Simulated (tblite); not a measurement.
**Molecular dynamics, with input and output: C2H10AlNO**

- system: C2H10AlNO, SMILES CC[O][AlH2-][NH3+]
- method: GFN2-xTB Langevin dynamics, gas phase (tblite 0.8.0)

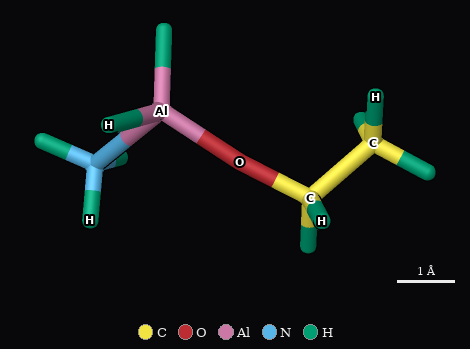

**Figure 1.** The structure as given in the input (stick view, seen at a tilt). Sticks mark near contacts.

Input
```
{"job": {"kind": "md", "xc": "GFN2-xTB", "basis": "xTB", "temperature": 600, "steps": 2000, "every": 50}, "charge": 0, "multiplicity": 1}
C      2.341426    -0.509335    -0.641842
C      1.425982    -0.498219     0.577572
O      0.273833     0.242469     0.342198
Al    -1.000751     1.224176    -0.053728
N     -2.599583    -0.113159     0.084165
H      2.629867     0.508970    -0.890386
H      3.233199    -1.097163    -0.438278
H      1.815392    -0.934381    -1.493365
H      1.961846    -0.069458     1.434597
H      1.146017    -1.530721     0.834242
H     -1.458418     2.224363     1.040590
H     -1.169711     1.586048    -1.554591
H     -2.500502    -0.837562    -0.622427
H     -2.621613    -0.553380     1.000433
H     -3.481398     0.365343    -0.065575
```

The first line tells a small driver script what to run in tblite; the rest is the geometry in Å.

Machine: 1 CPU thread, shared host.

Command:
```bash
OMP_NUM_THREADS=1 python <driver script> task.json out
```

What the program printed
```
t/fs     T/K      E/eV
    0.0   478.5   -476.77911
   25.0   461.7   -476.12452
   50.0   376.4   -475.81062
   75.0   460.0   -475.67862
  100.0   612.3   -475.95696
  125.0   476.3   -475.66434
  150.0   521.5   -475.78758
  175.0   539.7   -475.88111
  200.0   642.3   -476.14789
  225.0   673.4   -476.01572
  250.0   552.9   -475.85129
  275.0   496.1   -475.40063
  300.0   513.9   -475.59041
  325.0   746.3   -475.61562
  350.0   688.3   -475.67200
  375.0   771.8   -476.03440
  400.0   766.5   -475.79046
  425.0   577.2   -475.59536
  450.0   559.8   -475.91042
  475.0   528.8   -475.87141
  500.0   591.9   -475.77651
  525.0   405.7   -475.75632
  550.0   384.0   -475.78787
  575.0   459.8   -476.03316
  600.0   560.4   -476.06361
  625.0   489.7   -475.80338
  650.0   678.1   -475.88351
  675.0   724.3   -475.68609
  700.0   868.2   -475.92679
  725.0   617.4   -475.69713
  750.0   808.8   -475.78607
  775.0   621.9   -475.48432
  800.0   693.1   -475.97371
  825.0   595.7   -475.77921
  850.0   743.2   -476.03656
  875.0   563.9   -475.53592
  900.0   713.0   -475.82568
  925.0   838.1   -475.91157
  950.0   810.1   -475.42802
  975.0   552.3   -475.35509
 1000.0   527.2   -475.31726
```

Trajectory as extended XYZ (Å, eV, eV/Å), 7 of the 41 frames kept, from step=0 to step=40
```
15
Properties=species:S:1:pos:R:3:forces:R:3 step=0 time_fs=0.0 energy=-476.77911 temperature=478.5
C     2.3414   -0.5093   -0.6418    0.0030  -0.0006   0.0024
C     1.4260   -0.4982    0.5776   -0.0079   0.0026  -0.0025
O     0.2738    0.2425    0.3422   -0.0052  -0.0053  -0.0018
Al   -1.0008    1.2242   -0.0537    0.0052   0.0003  -0.0058
N    -2.5996   -0.1132    0.0842   -0.0091   0.0004   0.0012
H     2.6299    0.5090   -0.8904   -0.0023   0.0026  -0.0014
H     3.2332   -1.0972   -0.4383    0.0019   0.0015  -0.0009
H     1.8154   -0.9344   -1.4934    0.0021   0.0014   0.0027
H     1.9618   -0.0695    1.4346    0.0020   0.0009  -0.0048
H     1.1460   -1.5307    0.8342    0.0001  -0.0024   0.0029
H    -1.4584    2.2244    1.0406    0.0016  -0.0051   0.0036
H    -1.1697    1.5860   -1.5546    0.0045  -0.0016   0.0042
H    -2.5005   -0.8376   -0.6224    0.0029   0.0004   0.0033
H    -2.6216   -0.5534    1.0004    0.0026   0.0077  -0.0026
H    -3.4814    0.3653   -0.0656   -0.0013  -0.0027  -0.0006
15
Properties=species:S:1:pos:R:3:forces:R:3 step=7 time_fs=175.0 energy=-475.88111 temperature=539.7
C     1.8066   -0.1433   -0.6426    1.3931  -0.5819   0.4799
C     0.8846   -0.3009    0.6066    0.3881   3.6802  -1.2948
O    -0.1721    0.6276    0.3817   -0.0006  -0.6226   0.4586
Al   -1.4975    1.4699   -0.0608   -0.0491  -1.4186  -1.4103
N    -2.9268   -0.4601   -0.2769    0.7688  -0.1727   1.6028
H     2.6780    0.6000   -0.4565   -1.6442  -1.1451  -0.4759
H     2.2424   -1.1577   -0.8433   -0.0364   0.9359   0.0764
H     1.1935    0.1202   -1.5264    0.4832   0.1158   0.7406
H     1.3308    0.1162    1.5284    0.2416  -1.1364  -0.2401
H     0.4557   -1.2504    0.5794   -0.3522  -1.5485   0.6299
H    -2.0577    2.5296    0.7602   -0.5468   0.8665   0.8111
H    -1.6612    1.4439   -1.6044   -0.0418   0.3778  -0.0725
H    -2.5275   -1.3646   -0.0208    0.3540   0.2107  -0.4924
H    -3.6834   -0.4083    0.3892   -0.5630   0.4582  -0.2779
H    -3.2095   -0.4581   -1.2308   -0.3946  -0.0190  -0.5353
15
Properties=species:S:1:pos:R:3:forces:R:3 step=13 time_fs=325.0 energy=-475.61562 temperature=746.3
C     1.7614   -0.6461   -1.3111   -1.4113  -4.1478   1.3545
C     1.2121   -0.1084    0.0416    0.8025   1.1696  -0.8657
O    -0.1444    0.3163   -0.1194    1.0531  -0.0501   1.1134
Al   -1.5016    1.3229   -0.0258    0.3281  -1.4992  -1.2840
N    -3.3171    0.0081   -0.2117   -0.6184   1.7056   0.3716
H     2.0967    0.0995   -1.9074    0.5631   2.0381  -1.8762
H     2.5973   -1.3438   -1.1059   -0.0719   0.5544   0.0958
H     1.0327   -1.3908   -1.8763    0.8810   1.8949   1.1040
H     1.8919    0.8412    0.2999   -1.3239  -1.7132  -0.2602
H     1.4427   -0.8923    0.8097   -0.9613   0.7074  -0.2783
H    -1.9090    2.0048    1.2202   -0.2128   0.5724   0.6943
H    -1.7440    1.7104   -1.5065   -0.1011   0.3986   0.0814
H    -4.0626    0.5281   -0.7512    1.6323  -1.2423  -0.1170
H    -2.7118   -0.7205   -0.5841   -1.0027   0.2054  -0.3258
H    -3.8358   -0.2297    0.6244    0.4433  -0.5938   0.1922
15
Properties=species:S:1:pos:R:3:forces:R:3 step=20 time_fs=500.0 energy=-475.77651 temperature=591.9
C     1.0784   -0.7070   -0.6757    2.0896   0.2137  -0.3195
C     1.0783    0.3942    0.3682   -0.0669   0.5796  -1.4225
O    -0.2455    0.8254    0.4553   -0.9399   2.1633  -0.5727
Al   -1.7219    1.7335    0.0964    0.7942  -0.8316   1.0156
N    -2.6428   -0.0876   -0.2160    0.1731   0.5416  -3.3258
H     1.0331   -0.1629   -1.6211    0.2860  -0.6553  -0.1621
H     1.9122   -1.4335   -0.5690    0.0179   0.9034  -0.3883
H     0.2478   -1.3040   -0.5865   -2.2124  -1.1719   0.2577
H     1.8248    1.1473   -0.0638   -0.9655  -0.2855   1.0719
H     1.3476    0.0624    1.3349    0.6861  -0.3541   1.0681
H    -2.6568    2.2077    1.3538    0.5692  -0.3377  -0.2793
H    -2.1848    2.5964   -1.1233    0.4221  -0.2427  -0.1043
H    -2.5230   -0.5911   -1.1743   -0.5544   1.0775   2.0432
H    -2.5659   -0.7239    0.5126    0.2627  -1.3990   1.4628
H    -3.5122    0.4038   -0.1172   -0.5618  -0.2013  -0.3447
15
Properties=species:S:1:pos:R:3:forces:R:3 step=27 time_fs=675.0 energy=-475.68609 temperature=724.3
C     1.1409   -0.2412   -0.1294   -0.9459  -3.0776  -2.3238
C     0.8155    1.1609    0.2463    1.7128   0.5403  -0.2444
O    -0.5251    1.4466    0.0501   -0.7790   0.8261   0.9287
Al   -2.0569    2.1726    0.4456    1.3879  -1.0196   0.8299
N    -3.1967    1.1618   -0.6816   -1.8787  -0.1187  -0.1578
H     1.0834   -0.3926   -1.2740   -0.0419   0.3042   1.3985
H     2.1458   -0.6594    0.1193   -0.9337   0.6829   0.3086
H     0.2955   -0.9224    0.2629    1.4564   0.7728  -0.2638
H     1.5013    1.8275   -0.3963   -1.0004  -0.3598   0.8909
H     1.1825    1.1828    1.2957   -0.6529   0.8773  -0.1660
H    -2.8820    1.5123    1.7575    0.5993   0.3584  -0.0754
H    -2.2630    3.5772    0.0928   -0.0474   1.1130  -0.1214
H    -2.5752    0.5683   -1.1673    0.4906  -0.5230  -1.5856
H    -3.1986    0.6150    0.1964   -0.8967   0.2520   0.0137
H    -4.1511    1.3172   -1.1151    1.5296  -0.6282   0.5677
15
Properties=species:S:1:pos:R:3:forces:R:3 step=33 time_fs=825.0 energy=-475.77921 temperature=595.7
C     0.4685   -0.8675    1.4276    2.6118   0.3193   0.2000
C     0.7040    0.5000    0.8365   -0.6904   1.8922   1.8360
O    -0.6186    1.0607    0.6464    1.9086  -0.6695  -0.5071
Al   -2.0688    1.7857    0.6804   -0.9661   1.9419   0.1345
N    -2.6594    1.9455   -1.2989   -0.5087  -1.9917   1.4586
H    -0.0977   -1.4529    0.8243   -1.7608  -1.6192  -2.1280
H     1.3361   -1.4983    1.7030   -0.0909   0.8612  -0.0066
H    -0.1044   -0.5980    2.2395   -1.1441  -0.1660   2.2373
H     1.3386    0.5760   -0.0572   -0.3657   0.0194   0.2649
H     1.0772    1.1643    1.7334    0.2654  -0.9787  -1.8002
H    -3.3247    1.1631    1.2408   -0.3052  -0.9128   0.1128
H    -2.3659    3.3716    1.0048    0.6548  -0.4916  -0.1959
H    -3.1810    2.7776   -1.3693   -0.7829   1.0804  -0.0197
H    -2.2366    1.7402   -2.1670    0.6041  -0.2827  -1.0942
H    -3.3091    1.1561   -1.0379    0.5700   0.9977  -0.4925
15
Properties=species:S:1:pos:R:3:forces:R:3 step=40 time_fs=1000.0 energy=-475.31726 temperature=527.2
C    -0.1169   -0.8847    2.0318   -1.9547   2.5850  -3.3891
C     0.4231    0.0142    0.8001   -0.7269   1.5194   1.7511
O    -0.5425    1.0777    0.5823    1.8095  -0.4786   0.5180
Al   -1.4799    2.4597    0.4952   -0.6619  -1.3186   2.9370
N    -1.1650    2.7553   -1.3207   -1.5319   0.3130  -0.7258
H    -1.2023   -0.7158    1.7584    0.7418  -0.7680   0.8401
H     0.1737   -1.8176    1.7346    0.5536  -2.5996  -0.1462
H    -0.0141   -0.7136    3.0690    0.7885   0.8363   0.4448
H     0.4035   -0.4932   -0.1443   -0.0087  -1.0670  -0.1591
H     1.4786    0.3947    0.9152   -1.0328   0.0432   0.2902
H    -2.9352    2.1611    1.1155    0.3837   0.1958  -0.6639
H    -0.8657    3.7790    1.0218    0.1786   0.3415  -0.0084
H    -0.9305    3.6925   -1.1186    0.7841   1.4825   0.1496
H    -0.3638    2.2205   -1.5323    0.7889  -0.6241  -0.8808
H    -1.9456    2.8104   -1.9449   -0.1117  -0.4608  -0.9575
```

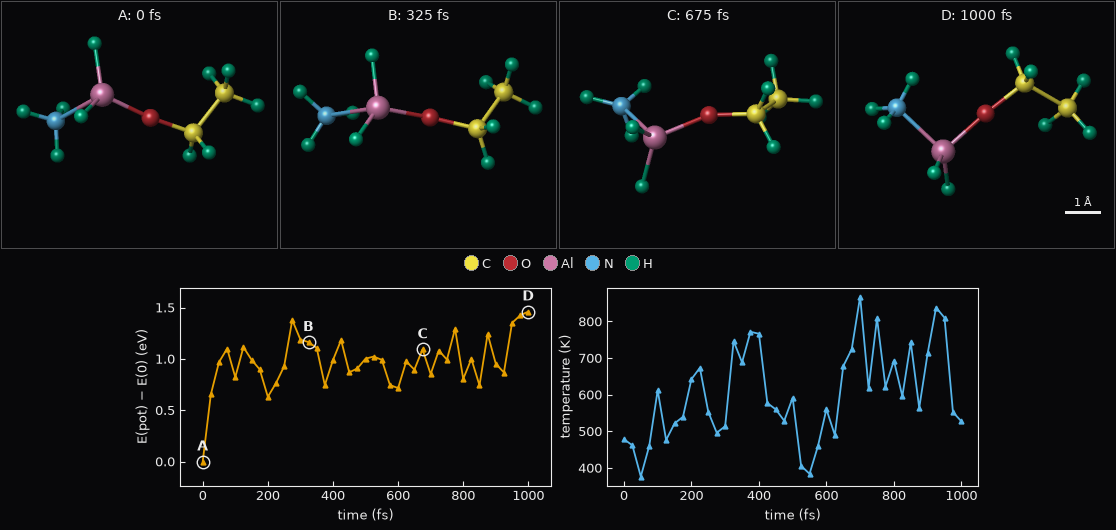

**Figure 2.** Frames of the molecular dynamics (ball-and-stick, seen at a tilt) above the curves, on which the letters mark them. The trajectory kept here has 41 frames over 1000 fs. The temperature starts at 478 K, ranges from 376 to 868 K and averages 631 K over the second half. The potential energy ends 1.462 eV above its first value. After an unweighted best fit of the last frame on the first, the root-mean-square displacement is 1.14 Å.

Summary

```tsv
quantity	value
outcome	finished
mean temperature over the second half	631 K
trajectory	41 frames kept, 1000 fs
wall time	15 s
peak memory	0.19 GiB
```
